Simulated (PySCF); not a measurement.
# C₃H₁₀Si: NMR shifts at several levels of theory, part 2 of 2

PySCF 2.14.0. Atoms count from 0.

## Step 8: Nuclear shieldings: KT2/pcSseg-2

Job settings and geometry (Å):

```
{"job": {"kind": "nmr", "xc": "KT2", "basis": "pcSseg-2", "pop": false}, "charge": 0, "multiplicity": 1}
C     -1.867384     0.061543    -0.147532
C     -0.423927     0.227494     0.304577
C      0.561011    -0.625426    -0.494192
Si     2.357567    -0.465131     0.055518
H     -2.198284    -0.984283    -0.043205
H     -1.987009     0.339826    -1.207051
H     -2.552821     0.689019     0.443033
H     -0.136150     1.290890     0.228664
H     -0.344940    -0.024480     1.376810
H      0.506921    -0.368271    -1.567145
H      0.280511    -1.692340    -0.429363
H      2.830577     0.947466    -0.093825
H      2.500713    -0.852642     1.494420
H      3.243837    -1.349076    -0.763454
```

With the program's defaults for keys left out, this is: GIAO KT2/pcSseg-2 NMR shielding, non-relativistic, gas phase.

Standard output:

```text
coarse grid: 11088 points
cycle   1  E = -414.4049375427  dE = -9.629e-02  |g| = 5.022e-01  |ddm| = 2.321e+00
cycle   2  E = -414.2912140210  dE =  1.137e-01  |g| = 8.058e-01  |ddm| = 9.805e-01
cycle   3  E = -414.4754873641  dE = -1.843e-01  |g| = 7.557e-02  |ddm| = 6.751e-01
cycle   4  E = -414.4769573397  dE = -1.470e-03  |g| = 2.604e-02  |ddm| = 9.897e-02
cycle   5  E = -414.4771141144  dE = -1.568e-04  |g| = 8.326e-03  |ddm| = 2.227e-02
cycle   6  E = -414.4771309115  dE = -1.680e-05  |g| = 1.753e-03  |ddm| = 7.719e-03
cycle   7  E = -414.4771317783  dE = -8.668e-07  |g| = 4.577e-04  |ddm| = 1.887e-03
final grid: 99272 points
cycle   8  E = -414.5004960530  dE = -2.935e-04  |g| = 1.353e-02  |ddm| = 1.421e-01
cycle   9  E = -414.5004624186  dE =  3.363e-05  |g| = 1.553e-02  |ddm| = 1.755e-02
cycle  10  E = -414.5005165639  dE = -5.415e-05  |g| = 3.889e-03  |ddm| = 1.360e-02
cycle  11  E = -414.5005205018  dE = -3.938e-06  |g| = 4.677e-04  |ddm| = 3.072e-03
cycle  12  E = -414.5005205500  dE = -4.815e-08  |g| = 2.184e-04  |ddm| = 5.863e-04
cycle  13  E = -414.5005205621  dE = -1.212e-08  |g| = 5.064e-05  |ddm| = 1.696e-04
cycle  14  E = -414.5005205628  dE = -7.183e-10  |g| = 6.718e-06  |ddm| = 4.788e-05
converged SCF energy = -414.5005205628

GIAO shielding tensors (ppm)
atom      isotropic    diamagn.    paramagn.     s11        s22        s33       span
  0 C      160.814     238.786     -77.972    145.134    152.840    184.469     39.335
  1 C      155.678     243.377     -87.699    145.570    152.698    168.765     23.195
  2 C      167.490     245.321     -77.831    157.088    157.499    187.881     30.793
  3 Si     419.886     880.191    -460.305    390.340    394.891    474.428     84.088
  4 H       30.269      29.377       0.891     26.831     28.440     35.535      8.704
  5 H       30.264      29.498       0.767     26.825     28.434     35.535      8.710
  6 H       29.809      28.240       1.570     25.423     27.263     36.742     11.319
  7 H       29.665      32.035      -2.370     24.579     29.956     34.461      9.882
  8 H       29.676      31.891      -2.215     24.551     30.020     34.457      9.906
  9 H       30.410      31.395      -0.985     26.225     29.612     35.393      9.168
 10 H       30.422      31.252      -0.830     26.193     29.695     35.379      9.186
 11 H       27.364      28.447      -1.083     24.551     25.598     31.945      7.394
 12 H       27.376      28.414      -1.038     24.562     25.636     31.930      7.367
 13 H       27.155      27.730      -0.575     24.102     25.026     32.336      8.233
```

Wall time 51 s (1 thread of Arm Neoverse V1, shared host); peak memory 0.89 GiB.

Key values: δ C1 26.6, C0 21.5, C2 14.8, Si3 -68.9, H11 3.88, H7 1.51 ppm (means over like atoms).

## Step 9: Nuclear shieldings: KT3/pcSseg-2

Same as in step 8 but for these lines:

```diff
@@ -1,2 +1,2 @@
-{"job": {"kind": "nmr", "xc": "KT2", "basis": "pcSseg-2", "pop": false}, "charge": 0, "multiplicity": 1}
+{"job": {"kind": "nmr", "xc": "KT3", "basis": "pcSseg-2", "pop": false}, "charge": 0, "multiplicity": 1}
 C     -1.867384     0.061543    -0.147532
```

With the program's defaults for keys left out, this is: GIAO KT3/pcSseg-2 NMR shielding, non-relativistic, gas phase.

Standard output:

```text
coarse grid: 11088 points
cycle   1  E = -414.0630987919  dE = -1.187e-01  |g| = 5.073e-01  |ddm| = 2.326e+00
cycle   2  E = -413.9426476190  dE =  1.205e-01  |g| = 8.201e-01  |ddm| = 1.044e+00
cycle   3  E = -414.1367870518  dE = -1.941e-01  |g| = 7.120e-02  |ddm| = 7.167e-01
cycle   4  E = -414.1380878836  dE = -1.301e-03  |g| = 2.618e-02  |ddm| = 9.403e-02
cycle   5  E = -414.1382442885  dE = -1.564e-04  |g| = 8.521e-03  |ddm| = 2.165e-02
cycle   6  E = -414.1382620178  dE = -1.773e-05  |g| = 1.601e-03  |ddm| = 7.576e-03
cycle   7  E = -414.1382627246  dE = -7.068e-07  |g| = 4.822e-04  |ddm| = 1.779e-03
final grid: 99272 points
cycle   8  E = -414.1560761906  dE = -2.775e-04  |g| = 1.089e-02  |ddm| = 1.207e-01
cycle   9  E = -414.1560788506  dE = -2.660e-06  |g| = 5.901e-03  |ddm| = 6.205e-03
cycle  10  E = -414.1560816574  dE = -2.807e-06  |g| = 1.203e-03  |ddm| = 4.118e-03
cycle  11  E = -414.1560820593  dE = -4.018e-07  |g| = 3.206e-04  |ddm| = 1.320e-03
cycle  12  E = -414.1560820814  dE = -2.214e-08  |g| = 1.328e-04  |ddm| = 3.163e-04
cycle  13  E = -414.1560820867  dE = -5.322e-09  |g| = 1.758e-05  |ddm| = 1.269e-04
cycle  14  E = -414.1560820868  dE = -7.492e-11  |g| = 4.952e-06  |ddm| = 1.638e-05
converged SCF energy = -414.1560820868

GIAO shielding tensors (ppm)
atom      isotropic    diamagn.    paramagn.     s11        s22        s33       span
  0 C      159.519     239.672     -80.153    144.631    151.459    182.467     37.836
  1 C      154.294     243.137     -88.843    144.520    151.498    166.865     22.345
  2 C      166.294     244.769     -78.475    156.240    156.873    185.767     29.527
  3 Si     422.447     879.397    -456.950    394.131    397.986    475.223     81.092
  4 H       30.432      29.551       0.881     27.034     28.636     35.625      8.591
  5 H       30.427      29.732       0.695     27.027     28.631     35.624      8.597
  6 H       29.998      28.159       1.839     25.728     27.482     36.783     11.055
  7 H       29.857      32.241      -2.384     24.849     30.090     34.633      9.784
  8 H       29.866      32.033      -2.168     24.820     30.150     34.627      9.807
  9 H       30.605      31.482      -0.877     26.488     29.778     35.547      9.059
 10 H       30.615      31.283      -0.667     26.455     29.858     35.533      9.077
 11 H       27.681      29.057      -1.376     24.914     25.961     32.167      7.253
 12 H       27.692      29.000      -1.308     24.923     26.001     32.152      7.230
 13 H       27.485      28.072      -0.587     24.506     25.393     32.557      8.050
```

It took 54 s on 1 thread of Arm Neoverse V1, shared host; peak memory 0.89 GiB.

In short: δ C1 27.0, C0 21.8, C2 15.0, Si3 -64.2, H11 3.73, H7 1.49 ppm (means over like atoms).

## Step 10: NMR shieldings: B97-D/pcSseg-2

Same as in step 9 but for these lines:

```diff
@@ -1,2 +1,2 @@
-{"job": {"kind": "nmr", "xc": "KT3", "basis": "pcSseg-2", "pop": false}, "charge": 0, "multiplicity": 1}
+{"job": {"kind": "nmr", "xc": "B97-D", "basis": "pcSseg-2", "pop": false}, "charge": 0, "multiplicity": 1}
 C     -1.867384     0.061543    -0.147532
```

With the program's defaults for keys left out, this is: GIAO B97-D/pcSseg-2 NMR shielding, non-relativistic, gas phase.

Standard output:

```text
coarse grid: 11088 points
cycle   1  E = -409.7122587125  dE = -1.311e-01  |g| = 5.266e-01  |ddm| = 2.375e+00
cycle   2  E = -409.5853088597  dE =  1.269e-01  |g| = 8.522e-01  |ddm| = 9.970e-01
cycle   3  E = -409.7878954613  dE = -2.026e-01  |g| = 7.323e-02  |ddm| = 7.018e-01
cycle   4  E = -409.7892859612  dE = -1.390e-03  |g| = 2.914e-02  |ddm| = 9.349e-02
cycle   5  E = -409.7894727741  dE = -1.868e-04  |g| = 1.026e-02  |ddm| = 2.318e-02
cycle   6  E = -409.7894982184  dE = -2.544e-05  |g| = 1.539e-03  |ddm| = 8.202e-03
cycle   7  E = -409.7894987767  dE = -5.583e-07  |g| = 6.118e-04  |ddm| = 1.617e-03
final grid: 99272 points
cycle   8  E = -409.7907152521  dE = -1.430e-04  |g| = 6.389e-03  |ddm| = 7.363e-02
cycle   9  E = -409.7907092843  dE =  5.968e-06  |g| = 6.681e-03  |ddm| = 7.173e-03
cycle  10  E = -409.7907191627  dE = -9.878e-06  |g| = 2.148e-03  |ddm| = 5.737e-03
cycle  11  E = -409.7907203499  dE = -1.187e-06  |g| = 1.955e-04  |ddm| = 1.581e-03
cycle  12  E = -409.7907203558  dE = -5.899e-09  |g| = 1.346e-04  |ddm| = 2.397e-04
cycle  13  E = -409.7907203601  dE = -4.279e-09  |g| = 1.948e-05  |ddm| = 8.749e-05
cycle  14  E = -409.7907203602  dE = -1.118e-10  |g| = 3.203e-06  |ddm| = 2.320e-05
converged SCF energy = -409.7907203602

GIAO shielding tensors (ppm)
atom      isotropic    diamagn.    paramagn.     s11        s22        s33       span
  0 C      157.068     239.439     -82.371    142.195    149.092    179.916     37.721
  1 C      152.168     243.266     -91.098    142.841    149.134    164.528     21.687
  2 C      163.677     244.726     -81.049    153.340    154.443    183.247     29.907
  3 Si     402.545     878.349    -475.804    372.923    377.179    457.533     84.609
  4 H       30.444      29.442       1.003     27.088     28.684     35.559      8.471
  5 H       30.440      29.557       0.883     27.081     28.679     35.559      8.477
  6 H       30.043      28.456       1.587     25.842     27.544     36.742     10.900
  7 H       29.900      32.170      -2.270     24.945     30.177     34.579      9.634
  8 H       29.908      32.040      -2.132     24.915     30.236     34.572      9.657
  9 H       30.660      31.359      -0.698     26.630     29.898     35.454      8.824
 10 H       30.671      31.215      -0.544     26.596     29.977     35.440      8.844
 11 H       27.643      29.035      -1.393     24.900     25.948     32.079      7.179
 12 H       27.654      28.995      -1.341     24.909     25.987     32.065      7.156
 13 H       27.454      28.242      -0.788     24.500     25.380     32.482      7.981
```

Wall time 47 s (1 thread of Arm Neoverse V1, shared host); peak memory 0.88 GiB.

Key values: δ C1 26.9, C0 22.0, C2 15.3, Si3 -66.0, H11 3.81, H7 1.49 ppm (means over like atoms).

## Step 11: Nuclear shieldings: B3LYP/pcSseg-2

Same as in step 10 but for these lines:

```diff
@@ -1,2 +1,2 @@
-{"job": {"kind": "nmr", "xc": "B97-D", "basis": "pcSseg-2", "pop": false}, "charge": 0, "multiplicity": 1}
+{"job": {"kind": "nmr", "xc": "B3LYP", "basis": "pcSseg-2", "pop": false}, "charge": 0, "multiplicity": 1}
 C     -1.867384     0.061543    -0.147532
```

Level: GIAO B3LYP/pcSseg-2 NMR shielding, non-relativistic, gas phase.

Standard output:

```text
coarse grid: 11088 points
cycle   1  E = -409.8649259199  dE = -8.320e-02  |g| = 4.368e-01  |ddm| = 2.326e+00
cycle   2  E = -409.8287602997  dE =  3.617e-02  |g| = 5.652e-01  |ddm| = 6.909e-01
cycle   3  E = -409.9142203650  dE = -8.546e-02  |g| = 4.378e-02  |ddm| = 4.226e-01
cycle   4  E = -409.9146397282  dE = -4.194e-04  |g| = 1.794e-02  |ddm| = 4.756e-02
cycle   5  E = -409.9147092131  dE = -6.948e-05  |g| = 6.025e-03  |ddm| = 1.390e-02
cycle   6  E = -409.9147174494  dE = -8.236e-06  |g| = 6.265e-04  |ddm| = 4.110e-03
final grid: 99272 points
cycle   7  E = -409.9241789017  dE = -7.126e-05  |g| = 5.168e-03  |ddm| = 4.201e-02
cycle   8  E = -409.9241741395  dE =  4.762e-06  |g| = 6.569e-03  |ddm| = 7.609e-03
cycle   9  E = -409.9241853686  dE = -1.123e-05  |g| = 4.348e-04  |ddm| = 4.551e-03
cycle  10  E = -409.9241854029  dE = -3.430e-08  |g| = 2.052e-04  |ddm| = 4.490e-04
cycle  11  E = -409.9241854118  dE = -8.931e-09  |g| = 5.336e-05  |ddm| = 1.503e-04
cycle  12  E = -409.9241854125  dE = -6.552e-10  |g| = 8.571e-06  |ddm| = 3.890e-05
converged SCF energy = -409.9241854125

GIAO shielding tensors (ppm)
atom      isotropic    diamagn.    paramagn.     s11        s22        s33       span
  0 C      157.414     236.658     -79.243    142.289    149.603    180.350     38.061
  1 C      153.235     240.510     -87.274    144.419    150.217    165.070     20.651
  2 C      164.007     243.181     -79.174    153.789    154.800    183.432     29.642
  3 Si     391.520     876.916    -485.395    361.715    365.229    447.618     85.903
  4 H       30.437      29.389       1.048     26.978     28.659     35.674      8.696
  5 H       30.432      29.451       0.981     26.970     28.655     35.672      8.702
  6 H       30.061      28.704       1.357     25.785     27.513     36.886     11.100
  7 H       29.961      31.840      -1.879     24.928     30.148     34.806      9.877
  8 H       29.969      31.757      -1.788     24.900     30.208     34.800      9.900
  9 H       30.716      31.237      -0.521     26.624     29.881     35.644      9.020
 10 H       30.728      31.130      -0.403     26.591     29.961     35.631      9.040
 11 H       27.631      28.684      -1.052     24.816     25.913     32.165      7.349
 12 H       27.642      28.659      -1.016     24.824     25.953     32.150      7.326
 13 H       27.461      28.073      -0.612     24.447     25.352     32.585      8.137
```

Wall time 34 s (1 thread of Arm Neoverse V1, shared host); peak memory 1.1 GiB.

This run: δ C1 26.0, C0 21.8, C2 15.2, Si3 -66.9, H11 3.81, H7 1.42 ppm (means over like atoms).

## Step 12: Side by side: NMR shifts

Shifts (ppm) of some atoms, chosen among heavy atoms and hydrogens apart, means over like atoms, with basis size and wall time:

```
           run    C1    C0    C2   H11    H7    H9    Si3  functions  time
   HF/pcSseg-2  21.5  20.9  11.4  3.67  1.23  0.45  -55.6        291  38 s
  LDA/pcSseg-2  25.4  20.4  14.9  4.08  1.51  0.79  -75.4        291  43 s
  PBE/pcSseg-2  26.5  21.5  15.1  3.93  1.49  0.76  -69.5        291  60 s
 BLYP/pcSseg-2  27.8  22.3  16.7  3.86  1.49  0.73  -70.7        291  56 s
 BP86/pcSseg-2  26.2  21.5  14.9  3.93  1.48  0.74  -69.0        291  55 s
 OPBE/pcSseg-2  25.4  21.0  13.4  3.86  1.48  0.76  -62.2        291  55 s
  KT2/pcSseg-2  26.6  21.5  14.8  3.88  1.51  0.76  -68.9        291  51 s
  KT3/pcSseg-2  27.0  21.8  15.0  3.73  1.49  0.74  -64.2        291  54 s
B97-D/pcSseg-2  26.9  22.0  15.3  3.81  1.49  0.73  -66.0        291  47 s
B3LYP/pcSseg-2  26.0  21.8  15.2  3.81  1.42  0.67  -66.9        291  34 s
```

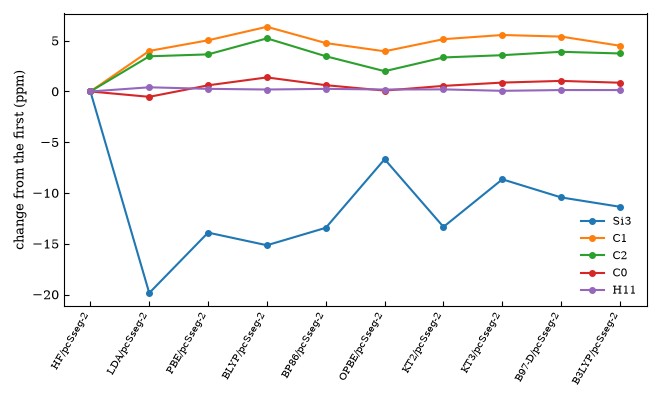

How five of the tabulated atoms move from run to run.

## Step 13: Results

The summary covers parts 1 to 2.

| quantity | value |
| --- | --- |
| 13C shifts against TMS (HF/pcSseg-2) | 21.5, 20.9, 11.4 ppm |
| 1H shifts against TMS (HF/pcSseg-2, means over atoms taken as alike) | 3.67, 1.23, 1.07, 0.45 ppm |
| 29Si shifts against TMS (HF/pcSseg-2) | -55.6 ppm |
| range of the shift of Si3 | -75.4 to -55.6 ppm |

In words: Single values in the summary come from the first run of each kind that ended normally (HF/pcSseg-2), which need not be the best level. At HF/pcSseg-2: The largest span, 75 ppm, is at Si3, where the paramagnetic term is -435 ppm. Across the 10 runs the shift of Si3 moves most, between -75.4 (LDA/pcSseg-2) and -55.6 ppm (HF/pcSseg-2).
